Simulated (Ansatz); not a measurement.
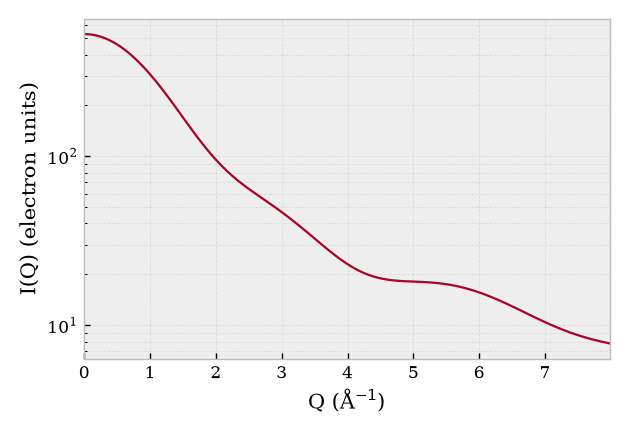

Elastic X-ray scattering of a randomly oriented, rigid molecule, calculated with the Debye equation from neutral-atom form factors (independent atoms, no Compton part, no vibration). The geometry is the end point of an optimisation (UKS PBE0/def2-SVP in Ansatz); it may be a saddle point or a higher isomer. It contains N, C, O, H.

### How many electrons does the independent-atom model of the molecule hold?

I(0) is the square of the electron number: I(0) = 529, so about 23 electrons, the count of CH2NO.

### What radius of gyration does the initial fall-off give?

From I(Q) ≈ I(0) exp(−Q²R²/3) at small Q, R ≈ 1.31 Å. It is larger than the electron-weighted radius of the nuclear positions alone (1.10 Å), because each atom's electron cloud adds to it.
